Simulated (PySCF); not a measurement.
```xyz
11

F    -1.9397    1.4383   -0.6076
C    -1.9405    0.1932   -0.1401
F    -2.6043   -0.5667   -1.0297
F    -2.6785    0.1894    0.9844
C    -0.5527   -0.3675    0.1214
N     0.4559    0.3142   -0.1073
Si    2.1616    0.0608    0.0454
H    -0.5889   -1.3906    0.5134
H     2.5510   -1.2528    0.5660
H     2.6073    0.2496   -1.3294
H     2.5343    1.1347    0.9575
```

Geometry: GFN2-xTB.

Level of theory: CAM-B3LYP/def2-SVPD, SCF density, gas phase (PySCF 2.14.0).

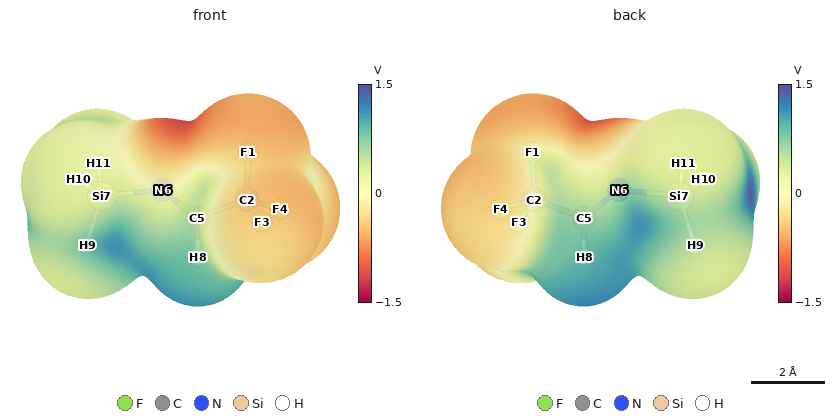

C2H4F3NSi (SMILES FC(F)(F)/C=N/[SiH3]). The molecular electrostatic potential painted on the density surface at 0.001 e/bohr³, seen from the front and from behind; red is negative and blue positive.

Q: Where is the surface potential most negative and most positive?

A: The most negative region (about −1.1 V, or −25 kcal/mol for a unit charge) lies over F1 and N6, the most positive (about +1.3 V, or +30 kcal/mol for a unit charge) over Si7.

Q: How polar is the molecule by this calculation?

A: Its dipole moment is 2.96 D.
